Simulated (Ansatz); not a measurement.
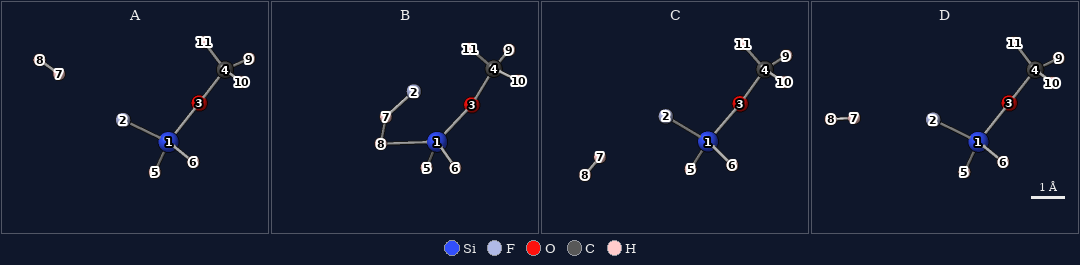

4 geometries from a converged minimum-energy path of CH7FOSi, made up of CH₅FOSi and H₂, shuffled. The picture is a ball-and-stick view, seen from a free direction.

These are results of UKS B3LYP/6-31G (Ansatz 0.2.0), not measurements. Set-up: 9 movable images; climbing image; force threshold 0.05 eV/Å; iteration limit 60; starting path through a guess of the saddle point.

Question: Which frame is the top of the path?

Answer: B. In order along the path, whose images run from 0 to 10: A (image 0, 0.00 eV), D (image 2, 0.00 eV), C (image 4, +0.02 eV), B (image 8, +2.47 eV). Breaking: H7–H8 (0.74 → 1.00 at the top → 1.99 Å), Si1–F2 (1.70 → 2.10 at the top → 3.35 Å). Forming: F2–H7 (2.43 → 1.19 at the top → 0.95 Å), Si1–H8 (4.78 → 1.78 at the top → 1.52 Å).

Limits of the set-up: the start holds two separate molecules, 2.4 Å apart at their closest, whose relative position is a soft coordinate and is computed without a dispersion correction; the basis has no polarisation functions, which atoms past neon need.

The run took 7.3 min on 1 thread of Intel(R) Xeon(R) 6975P-C (Granite Rapids), with other jobs on the host, peak memory 0.18 GiB.
